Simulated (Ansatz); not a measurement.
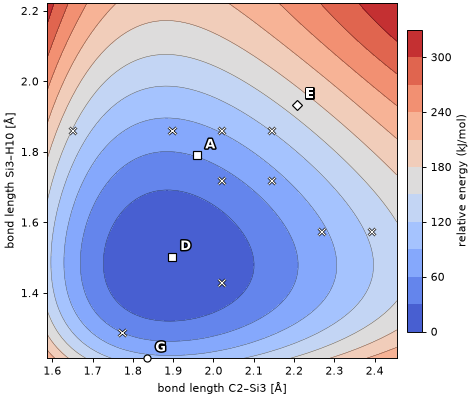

C₂H₇Si, SMILES CC[SiH2], spin multiplicity 2. First axis: bond length C2–Si3. Second axis: bond length Si3–H10. Nothing is relaxed (all other coordinates rigid). The grid has 15 × 15 points. At 10 points there is no value. Points are written as (first, second). Energies are in kJ/mol, from the relaxed molecule at the same level. Level of theory: UHF/def2-TZVP (Ansatz).

Drawn: filled contours, crosses at grid points without a value, lettered points. Between grid points the surface is interpolated.

What kind of point is each of A, D, E: minimum, saddle, maximum or slope?

A: on a slope; D: minimum; E: on a slope. (In these two coordinates alone; a stationary point may lie a little off the grid point.)

Rank the lettered points by energy, lowest first.

D (0.44 kJ/mol), A (61 kJ/mol), G (100 kJ/mol), E (163 kJ/mol).
